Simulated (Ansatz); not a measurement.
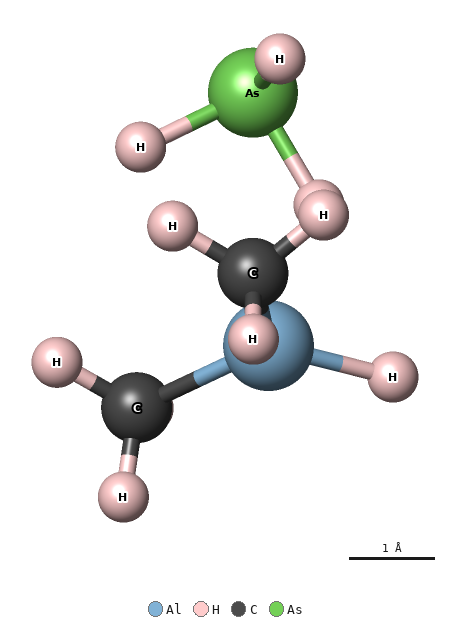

**Figure 1.** The structure as given in the input (ball-and-stick view, seen at an oblique angle). Sticks mark near contacts. Bond lengths as drawn: Al–C 1.96 Å, Al–H 1.60 Å, As–H 1.52 to 1.54 Å and C–H 1.10 to 1.11 Å.

**Run report: C2H10AlAs, nudged elastic band**

System: C2H10AlAs.
Method: RKS PBE0-D4/def2-SVP (Ansatz 0.2.0).

It belongs to a series of runs on one base structure; here: band between the two ends.

**Log**
```
Engine: ansatz 0.2.0, aarch64-unknown-linux-gnu
Functional definition: PBE0
  parameter a = 0.25
  parameter kappa = 0.804
  parameter beta = 0.06672455060314922
  exchange = (1 - a)*pbe_x(kappa = kappa, mu = beta*pi^2/3) + a*exact_x
  correlation = pbe_c(beta = beta)
1385 factors; integrals over basis functions are off by at most 3.3e-4 eV
mean field evaluation 1: about -69641.5434 eV, gradient 6.0e1 eV
mean field evaluation 2: about -69638.2884 eV, gradient 6.6e1 eV
mean field evaluation 4: about -69650.4907 eV, gradient 9.4e-1 eV
mean field evaluation 8: about -69650.5064 eV, gradient 1.7e-2 eV
mean field -69650.50635453 eV, -2559.6088977202 hartree, gradient 4.7e-5 eV, S^2 0.000000; 0 other end points of the search recorded, 0 dependent functions left out
the calculation of the forces begins
reference -69650.50638526 eV, -2559.6088988494 hartree; 34, 34 occupied and 94, 94 virtual orbitals, 1385 factors
1386 factors; integrals over basis functions are off by at most 8.6e-4 eV
mean field evaluation 16: about -69638.4990 eV, gradient 6.6e1 eV
mean field -69650.85554574 eV, -2559.6217302602 hartree, gradient 8.8e-6 eV, S^2 0.000000; 0 other end points of the search recorded, 0 dependent functions left out
[... from here on the field's lines of each further geometry are left out, up to the last ...]
NEB iter   1: max|band force component| = 2.598e0 eV/Å  barrier→ = 0.9389 eV  barrier← = 1.2877 eV  Δτ_max = 0.2000 Å  (173 SCF iters)
NEB iter   2: max|band force component| = 1.082e0 eV/Å  barrier→ = 0.5948 eV  barrier← = 0.9437 eV  Δτ_max = 0.1984 Å  (132 SCF iters)
NEB iter   3: max|band force component| = 9.610e-1 eV/Å  barrier→ = 0.5384 eV  barrier← = 0.8872 eV  Δτ_max = 0.1978 Å  (127 SCF iters)
NEB iter   4: max|band force component| = 6.179e-1 eV/Å  barrier→ = 0.5723 eV  barrier← = 0.9211 eV  Δτ_max = 0.1498 Å  (120 SCF iters)
NEB iter   5: max|band force component| = 3.680e-1 eV/Å  barrier→ = 0.5479 eV  barrier← = 0.8968 eV  CI = image 2  Δτ_max = 0.2000 Å  (121 SCF iters)
NEB iter   6: max|band force component| = 4.192e-1 eV/Å  barrier→ = 0.6553 eV  barrier← = 1.0042 eV  CI = image 2  Δτ_max = 0.0994 Å  (125 SCF iters)
NEB iter   7: max|band force component| = 2.142e-1 eV/Å  barrier→ = 0.6166 eV  barrier← = 0.9655 eV  CI = image 2  Δτ_max = 0.1004 Å  (121 SCF iters)
NEB iter   8: max|band force component| = 1.430e-1 eV/Å  barrier→ = 0.6097 eV  barrier← = 0.9586 eV  CI = image 2  Δτ_max = 0.0464 Å  (119 SCF iters)
NEB iter   9: max|band force component| = 7.562e-2 eV/Å  barrier→ = 0.6023 eV  barrier← = 0.9512 eV  CI = image 2  Δτ_max = 0.0568 Å  (115 SCF iters)
NEB iter  10: max|band force component| = 3.919e-2 eV/Å  barrier→ = 0.6005 eV  barrier← = 0.9494 eV  CI = image 2  Δτ_max = 0.0293 Å  (116 SCF iters)
the calculation of the forces begins
reference -69650.84458481 eV, -2559.6213274536 hartree; 34, 34 occupied and 94, 94 virtual orbitals, 1386 factors
1387 factors; integrals over basis functions are off by at most 1.2e-3 eV
mean field -69649.89546921 eV, -2559.5864480987 hartree, gradient 1.8e-5 eV, S^2 0.000000; 1 other end points of the search recorded, 0 dependent functions left out
the calculation of the forces begins
reference -69649.89549939 eV, -2559.5864492078 hartree; 34, 34 occupied and 94, 94 virtual orbitals, 1387 factors
NEB iter  11: max|band force component| = 1.715e-2 eV/Å  barrier→ = 0.5999 eV  barrier← = 0.9487 eV  CI = image 2  Δτ_max = 0.0000 Å  (241 SCF iters)
```

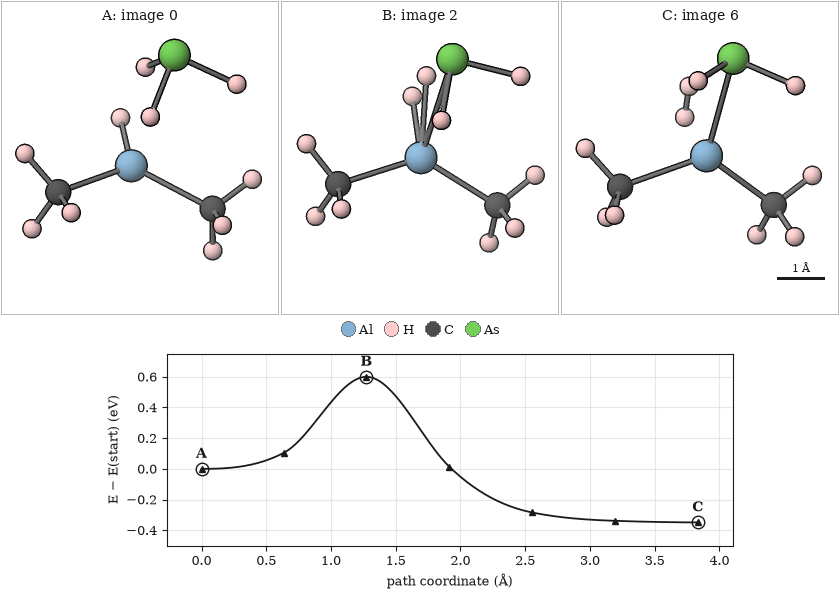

**Figure 2.** Images of the last band (counted from 0; ball-and-stick, seen at a tilt) above the energy along the path; the line is a cubic interpolation that uses the forces. The highest image is number 2, 0.600 eV above the start and 0.949 eV above the end (the climbing image); the end lies 0.349 eV below the start. The path is 3.83 Å long. The band converged in 11 iterations.

```
Total energy: -69650.14813305 eV, -2559.5957333236 hartree
Atom 0 at    -0.275055     0.324114     0.053720 Å, force     0.002188    -0.004390    -0.004757 eV/Å
Atom 1 at    -1.387531     0.881638    -1.126999 Å, force    -0.007877     0.008192     0.011312 eV/Å
Atom 2 at     1.075997     1.701507     0.357546 Å, force     0.011564    -0.015809     0.000292 eV/Å
Atom 3 at    -1.102743    -0.963715     1.264550 Å, force     0.007507    -0.005507    -0.006269 eV/Å
Atom 4 at    -0.687084     0.188185    -1.641465 Å, force     0.005050    -0.006998    -0.005436 eV/Å
Atom 5 at     0.636393    -1.053090    -2.145577 Å, force    -0.014469     0.007290     0.011000 eV/Å
Atom 6 at     1.343788     2.221727    -0.576192 Å, force     0.001634     0.001789     0.000232 eV/Å
Atom 7 at     2.001190     1.267954     0.773029 Å, force    -0.004613     0.005364     0.001219 eV/Å
Atom 8 at     0.724027     2.464167     1.071478 Å, force    -0.007386     0.002464    -0.002539 eV/Å
Atom 9 at    -1.583428    -0.465219     2.122460 Å, force    -0.001208     0.006467    -0.003482 eV/Å
Atom 10 at    -0.348351    -1.658614     1.669744 Å, force    -0.005635     0.001876     0.002591 eV/Å
Atom 11 at    -1.870683    -1.567000     0.755292 Å, force    -0.001390     0.001454     0.000913 eV/Å
Atom 12 at    -0.146422    -2.245016    -1.604063 Å, force     0.008202    -0.001409    -0.000761 eV/Å
Atom 13 at     1.619904    -1.096539    -0.973521 Å, force     0.006434    -0.000785    -0.004313 eV/Å
Dipole moment:    -0.049476     0.009869     0.161276 e Å
this run last wrote the band of iteration 11 to [file]
```

**The last band as extended XYZ (Å, eV, eV/Å)**
```
14
Properties=species:S:1:pos:R:3:forces:R:3 image=0 energy=-69650.74797
Al   -0.6400    0.6504    0.1206    0.0043  -0.0046   0.0008
H    -1.7720    1.2773   -0.8253    0.0017   0.0011   0.0050
C     1.0187    1.6667    0.3949   -0.0034  -0.0072   0.0058
C    -1.0881   -0.9035    1.2344    0.0008   0.0120  -0.0039
H    -0.2434   -0.1566   -1.9849    0.0004  -0.0021   0.0004
As    0.7306   -1.3144   -2.2651    0.0003   0.0000  -0.0001
H     1.3702    2.1651   -0.5237    0.0006  -0.0007   0.0050
H     1.8439    1.0501    0.7882   -0.0046   0.0042  -0.0026
H     0.8423    2.4684    1.1353    0.0003   0.0017  -0.0086
H    -1.5693   -0.5603    2.1686   -0.0003  -0.0024   0.0005
H    -0.2018   -1.4874    1.5317    0.0004  -0.0012  -0.0010
H    -1.8033   -1.5860    0.7474   -0.0001  -0.0011   0.0007
H    -0.1010   -2.2968   -1.4511    0.0002   0.0004  -0.0020
H     1.6133   -0.9730   -1.0710   -0.0006  -0.0001   0.0001
14
Properties=species:S:1:pos:R:3:forces:R:3 image=1 energy=-69650.64266
Al   -0.4721    0.5031    0.1040   -0.1641   0.1482   0.0370
H    -1.5520    1.0526   -0.9560   -0.1350   0.1408   0.1389
C     1.0690    1.6870    0.3773    0.0090  -0.0262   0.0183
C    -1.0847   -0.9509    1.2687    0.0204  -0.0019   0.0016
H    -0.3771   -0.0680   -1.8274    0.2501  -0.2099  -0.1622
As    0.6748   -1.1518   -2.2417    0.0146  -0.0660  -0.0636
H     1.3470    2.1996   -0.5591    0.0048  -0.0111   0.0080
H     1.9756    1.2179    0.7912   -0.0149  -0.0365   0.0164
H     0.7673    2.4804    1.0846    0.0252   0.0185   0.0103
H    -1.5814   -0.5022    2.1479   -0.0015  -0.0204   0.0219
H    -0.3000   -1.6216    1.6527    0.0374   0.0261  -0.0090
H    -1.8453   -1.5683    0.7626    0.0150  -0.0004   0.0053
H    -0.1555   -2.2652   -1.6178    0.0008  -0.0223  -0.0098
H     1.5344   -1.0125   -0.9868   -0.0619   0.0609  -0.0131
14
Properties=species:S:1:pos:R:3:forces:R:3 image=2 energy=-69650.14810
Al   -0.2751    0.3241    0.0537    0.0022  -0.0044  -0.0048
H    -1.3875    0.8816   -1.1270   -0.0079   0.0082   0.0113
C     1.0760    1.7015    0.3575    0.0116  -0.0158   0.0003
C    -1.1027   -0.9637    1.2646    0.0075  -0.0055  -0.0063
H    -0.6871    0.1882   -1.6415    0.0050  -0.0070  -0.0054
As    0.6364   -1.0531   -2.1456   -0.0145   0.0073   0.0110
H     1.3438    2.2217   -0.5762    0.0016   0.0018   0.0002
H     2.0012    1.2680    0.7730   -0.0046   0.0054   0.0012
H     0.7240    2.4642    1.0715   -0.0074   0.0025  -0.0025
H    -1.5834   -0.4652    2.1225   -0.0012   0.0065  -0.0035
H    -0.3484   -1.6586    1.6697   -0.0056   0.0019   0.0026
H    -1.8707   -1.5670    0.7553   -0.0014   0.0015   0.0009
H    -0.1464   -2.2450   -1.6041    0.0082  -0.0014  -0.0008
H     1.6199   -1.0965   -0.9735    0.0064  -0.0008  -0.0043
14
Properties=species:S:1:pos:R:3:forces:R:3 image=3 energy=-69650.73334
Al   -0.0720    0.1434   -0.0102    0.2658  -0.2504  -0.0913
H    -1.5010    0.9552   -1.1721   -0.1649   0.1127  -0.0465
C     1.0584    1.7013    0.3520   -0.0250  -0.0083  -0.0091
C    -1.1059   -0.9416    1.2517   -0.0076   0.0364  -0.0199
H    -1.0226    0.4693   -1.5980   -0.4561   0.3836   0.0652
As    0.7306   -1.0762   -2.0399    0.1252  -0.0273   0.1576
H     1.3366    2.2292   -0.5745   -0.0088   0.0125   0.0056
H     1.9976    1.2983    0.7742    0.0034   0.0440   0.0053
H     0.6767    2.4423    1.0711   -0.0655  -0.0334   0.0007
H    -1.5771   -0.4158    2.0969    0.0168   0.0665  -0.0417
H    -0.3781   -1.6551    1.6809   -0.0366  -0.0073   0.0183
H    -1.8742   -1.5512    0.7495   -0.0037   0.0185  -0.0054
H    -0.0799   -2.2911   -1.5924    0.0928  -0.0629   0.0048
H     1.8109   -1.3079   -0.9891    0.2641  -0.2845  -0.0436
14
Properties=species:S:1:pos:R:3:forces:R:3 image=4 energy=-69651.03205
Al    0.0519    0.0417   -0.0349    0.0401  -0.0329   0.0048
H    -1.6384    1.0931   -1.0433   -0.0437   0.0433   0.0401
C     1.0509    1.6833    0.3584   -0.0096  -0.0062  -0.0055
C    -1.0917   -0.9200    1.2347   -0.0056   0.0201  -0.0075
H    -1.2760    0.6776   -1.5835   -0.0761   0.0644   0.0025
As    0.8377   -1.1670   -2.0232    0.0353  -0.0311   0.0094
H     1.2956    2.2515   -0.5540   -0.0099   0.0040   0.0077
H     2.0166    1.3823    0.8034    0.0094   0.0258   0.0151
H     0.5699    2.3688    1.0742   -0.0306  -0.0248  -0.0027
H    -1.5549   -0.3055    2.0231    0.0081   0.0334  -0.0257
H    -0.4440   -1.6592    1.7405   -0.0186  -0.0062   0.0233
H    -1.8836   -1.5010    0.7344   -0.0029   0.0157  -0.0024
H     0.0501   -2.4075   -1.6086    0.0380  -0.0335  -0.0072
H     2.0159   -1.5380   -1.1211    0.0660  -0.0719  -0.0519
14
Properties=species:S:1:pos:R:3:forces:R:3 image=5 energy=-69651.08647
Al    0.1095   -0.0446   -0.0389   -0.0020   0.0041   0.0082
H    -1.6744    1.1807   -0.8730    0.0013   0.0002   0.0095
C     1.0613    1.6232    0.3658   -0.0048  -0.0050  -0.0059
C    -1.1214   -0.9000    1.2252   -0.0040   0.0050  -0.0056
H    -1.4119    0.8260   -1.5011   -0.0091   0.0098  -0.0013
As    0.7999   -1.2486   -2.0662   -0.0011  -0.0077  -0.0041
H     1.3009    2.2037   -0.5401    0.0033  -0.0018   0.0025
H     2.0245    1.3914    0.8537    0.0052   0.0011   0.0056
H     0.5046    2.2791    1.0554   -0.0037  -0.0066  -0.0023
H    -1.5948   -0.1946    1.9275   -0.0003   0.0067  -0.0066
H    -0.5547   -1.6278    1.8330   -0.0049  -0.0029   0.0094
H    -1.9165   -1.4714    0.7191   -0.0018   0.0003   0.0028
H     0.2922   -2.5784   -1.5184    0.0074  -0.0101   0.0034
H     2.1809   -1.4389   -1.4420    0.0145   0.0068  -0.0155
14
Properties=species:S:1:pos:R:3:forces:R:3 image=6 energy=-69651.09684
Al    0.0961   -0.0886   -0.0352   -0.0029   0.0091   0.0043
H    -1.6848    1.2133   -0.8072    0.0050  -0.0021  -0.0083
C     1.0891    1.5530    0.3737    0.0252   0.0144  -0.0080
C    -1.1784   -0.8838    1.2261    0.0025  -0.0061  -0.0005
H    -1.4476    0.8939   -1.4631   -0.0050   0.0026   0.0059
As    0.6921   -1.3183   -2.0751    0.0216  -0.0168   0.0143
H     1.3928    2.1020   -0.5335   -0.0068  -0.0123   0.0231
H     2.0198    1.2997    0.9132   -0.0202   0.0047  -0.0091
H     0.5243    2.2454    1.0203    0.0046  -0.0117  -0.0073
H    -1.6909   -0.1321    1.8489   -0.0003   0.0021  -0.0009
H    -0.6379   -1.5547    1.9175   -0.0025  -0.0006   0.0000
H    -1.9451   -1.4987    0.7276    0.0004   0.0004   0.0014
H     0.5923   -2.6594   -1.3547   -0.0078   0.0059  -0.0043
H     2.1782   -1.1718   -1.7585   -0.0138   0.0104  -0.0107
```

This output came from the following input.

**The input**
```yaml
crystal:
  periodic: [false, false, false]
  atoms:
    - { symbol: Al, position_ang: [-0.64001, 0.650399, 0.120589] }
    - { symbol: H, position_ang: [-1.771962, 1.277274, -0.825325] }
    - { symbol: C, position_ang: [1.018718, 1.666746, 0.394886] }
    - { symbol: C, position_ang: [-1.088132, -0.903457, 1.234449] }
    - { symbol: H, position_ang: [-0.243411, -0.156641, -1.984891] }
    - { symbol: As, position_ang: [0.730556, -1.314375, -2.265051] }
    - { symbol: H, position_ang: [1.370157, 2.165139, -0.523714] }
    - { symbol: H, position_ang: [1.843878, 1.050127, 0.788171] }
    - { symbol: H, position_ang: [0.842314, 2.468422, 1.135304] }
    - { symbol: H, position_ang: [-1.569311, -0.560272, 2.168622] }
    - { symbol: H, position_ang: [-0.201782, -1.487427, 1.531663] }
    - { symbol: H, position_ang: [-1.803336, -1.58604, 0.747407] }
    - { symbol: H, position_ang: [-0.101006, -2.29676, -1.451137] }
    - { symbol: H, position_ang: [1.613329, -0.973034, -1.070971] }
basis:
  gaussian: { orbitals: def2-SVP }
hamiltonian:
  xc: pbe0
  dispersion: d4
neb:
  order_check: false
  images: 5
  f_tol: 0.03
  max_iterations: 60
  final_atoms:
    - { symbol: Al, position_ang: [0.096065, -0.08859481, -0.03515555] }
    - { symbol: H, position_ang: [-1.68476744, 1.21329006, -0.80723198] }
    - { symbol: C, position_ang: [1.08908712, 1.55304443, 0.37369883] }
    - { symbol: C, position_ang: [-1.17837715, -0.88376868, 1.22612528] }
    - { symbol: H, position_ang: [-1.44763276, 0.89394614, -1.46306375] }
    - { symbol: As, position_ang: [0.69209199, -1.31829216, -2.07513455] }
    - { symbol: H, position_ang: [1.3927601, 2.10198628, -0.53353752] }
    - { symbol: H, position_ang: [2.01983794, 1.29974407, 0.91320929] }
    - { symbol: H, position_ang: [0.52431245, 2.24541973, 1.02034112] }
    - { symbol: H, position_ang: [-1.69091929, -0.13206855, 1.8489333] }
    - { symbol: H, position_ang: [-0.63787307, -1.5547458, 1.91745187] }
    - { symbol: H, position_ang: [-1.94512666, -1.49871484, 0.7275858] }
    - { symbol: H, position_ang: [0.59229334, -2.65937535, -1.35467787] }
    - { symbol: H, position_ang: [2.17825041, -1.17176952, -1.75854226] }
  initial_path:
    images:
      - { positions_ang: [[-0.64001, 0.650399, 0.120589], [-1.771962, 1.277274, -0.825325], [1.018718, 1.666746, 0.394886], [-1.088132, -0.903457, 1.234449], [-0.243411, -0.156641, -1.984891], [0.730556, -1.314375, -2.265051], [1.370157, 2.165139, -0.523714], [1.843878, 1.050127, 0.788171], [0.842314, 2.468422, 1.135304], [-1.569311, -0.560272, 2.168622], [-0.201782, -1.487427, 1.531663], [-1.803336, -1.58604, 0.747407], [-0.101006, -2.29676, -1.451137], [1.613329, -0.973034, -1.070971]] }
      - { positions_ang: [[-0.44696039, 0.4964461, 0.1145797], [-1.63675153, 1.10151895, -0.98675565], [1.05372885, 1.69170635, 0.39119664], [-1.09243829, -0.93178976, 1.25659726], [-0.38471511, -0.05271452, -1.88154015], [0.73028328, -1.25354974, -2.25712082], [1.28411991, 2.23311725, -0.52134025], [1.9525722, 1.18567144, 0.70836735], [0.84206656, 2.44176779, 1.16345156], [-1.56037321, -0.53054251, 2.16542936], [-0.30688689, -1.5997608, 1.58967049], [-1.84705296, -1.53493002, 0.7452095], [-0.1266124, -2.25894586, -1.50888564], [1.53902196, -0.98789367, -0.97885736]] }
      - { positions_ang: [[-0.25391078, 0.3424932, 0.1085704], [-1.50154105, 0.9257639, -1.1481863], [1.0887397, 1.7166667, 0.38750728], [-1.09674458, -0.96012251, 1.27874553], [-0.52601922, 0.05121195, -1.7781893], [0.73001056, -1.19272447, -2.24919064], [1.19808282, 2.30109549, -0.5189665], [2.06126641, 1.32121587, 0.6285637], [0.84181913, 2.41511358, 1.19159913], [-1.55143542, -0.50081302, 2.16223672], [-0.41199178, -1.7120946, 1.64767799], [-1.89076991, -1.48382004, 0.743012], [-0.1522188, -2.22113172, -1.56663429], [1.46471493, -1.00275335, -0.88674371]] }
      - { positions_ang: [[-0.06086117, 0.1885403, 0.1025611], [-1.36633058, 0.75000885, -1.30961696], [1.12375055, 1.74162705, 0.38381791], [-1.10105087, -0.98845527, 1.30089379], [-0.66732333, 0.15513843, -1.67483845], [0.72973784, -1.13189921, -2.24126046], [1.11204573, 2.36907374, -0.51659275], [2.16996061, 1.45676031, 0.54876005], [0.84157169, 2.38845938, 1.21974669], [-1.54249763, -0.47108353, 2.15904408], [-0.51709667, -1.8244284, 1.70568548], [-1.93448687, -1.43271006, 0.7408145], [-0.1778252, -2.18331757, -1.62438293], [1.39040789, -1.01761302, -0.79463007]] }
      - { positions_ang: [[-0.00855244, 0.09616193, 0.05665555], [-1.4724762, 0.90443592, -1.1421553], [1.11219607, 1.67876617, 0.38044488], [-1.1268263, -0.95355974, 1.27597096], [-0.92742647, 0.40140767, -1.60424689], [0.71718922, -1.19403019, -2.18588516], [1.20561719, 2.28004458, -0.52224101], [2.11991972, 1.40442156, 0.67024313], [0.73581861, 2.34077949, 1.15327817], [-1.59197151, -0.35807853, 2.05567382], [-0.55735547, -1.7345342, 1.77627428], [-1.93803347, -1.45471165, 0.73640493], [0.07888098, -2.3420035, -1.53448125], [1.65302207, -1.06899852, -1.11593413]] }
      - { positions_ang: [[0.04375628, 0.00378356, 0.01075], [-1.57862182, 1.05886299, -0.97469364], [1.1006416, 1.6159053, 0.37707186], [-1.15260173, -0.91866421, 1.25104812], [-1.18752961, 0.64767691, -1.53365532], [0.70464061, -1.25616117, -2.13050986], [1.29918865, 2.19101543, -0.52788927], [2.06987883, 1.35208282, 0.79172621], [0.63006553, 2.29309961, 1.08680964], [-1.6414454, -0.24507354, 1.95230356], [-0.59761427, -1.64464, 1.84686307], [-1.94158006, -1.47671325, 0.73199537], [0.33558716, -2.50068942, -1.44457956], [1.91563624, -1.12038402, -1.43723819]] }
      - { positions_ang: [[0.096065, -0.08859481, -0.03515555], [-1.68476744, 1.21329006, -0.80723198], [1.08908712, 1.55304443, 0.37369883], [-1.17837715, -0.88376868, 1.22612528], [-1.44763276, 0.89394614, -1.46306375], [0.69209199, -1.31829216, -2.07513455], [1.3927601, 2.10198628, -0.53353752], [2.01983794, 1.29974407, 0.91320929], [0.52431245, 2.24541973, 1.02034112], [-1.69091929, -0.13206855, 1.8489333], [-0.63787307, -1.5547458, 1.91745187], [-1.94512666, -1.49871484, 0.7275858], [0.59229334, -2.65937535, -1.35467787], [2.17825041, -1.17176952, -1.75854226]] }
```

Command:
```bash
ansatz run input.yaml --threads 4 --pin off --max-ram 5120MiB --backend cpu --events-out ev --progress --plain --runs-dir out
```

**Key numbers**

```tsv
quantity	value
outcome	converged
barrier, forward	0.600 eV
barrier, backward	0.949 eV
hardware	4 threads of Arm Neoverse N1, 16 GiB of memory available, shared host
wall time	3.5 min (CPU time 13 min)
peak memory	0.34 GiB
```

**Remarks**

The order of the saddle point was not checked.
